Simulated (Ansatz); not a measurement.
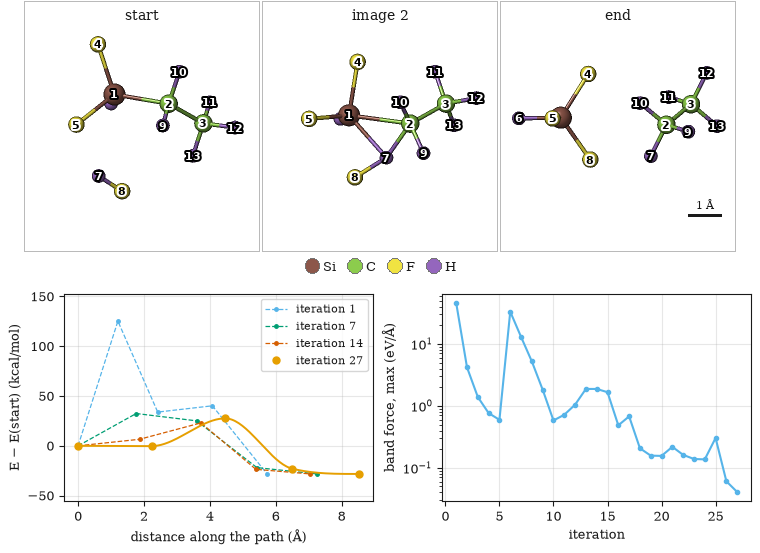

A search for the minimum-energy path of C2H7F3Si by the nudged elastic band. Images are numbered from 0 (start) to 4 (end). The plot follows the band through its iterations. Style: ball-and-stick. Shown face on.

Level of theory: RKS PBE-D4/def2-SVP (Ansatz 0.2.0). Settings: 3 movable images; climbing image; force threshold 0.05 eV/Å; iteration limit 60; starting path through a guess of the saddle point.

Question: How did the profile develop, and is the result final?

Answer: The run is converged, with reservations. The band converged in 27 iterations. The largest component of the band force went from 46 to 0.041 eV/Å. The climbing image converged on the top of the path. Its curvatures weren't checked. So few images resolve the path coarsely. The first iteration put the highest image at 125.3 kcal/mol. The highest point, image 2, lies 27.6 kcal/mol above the start and 55.8 kcal/mol above the end; the end is at −28.2 kcal/mol relative to the start.

The run took 3 min on 4 threads of Arm Neoverse N1, on a shared host, peak memory 0.17 GiB.
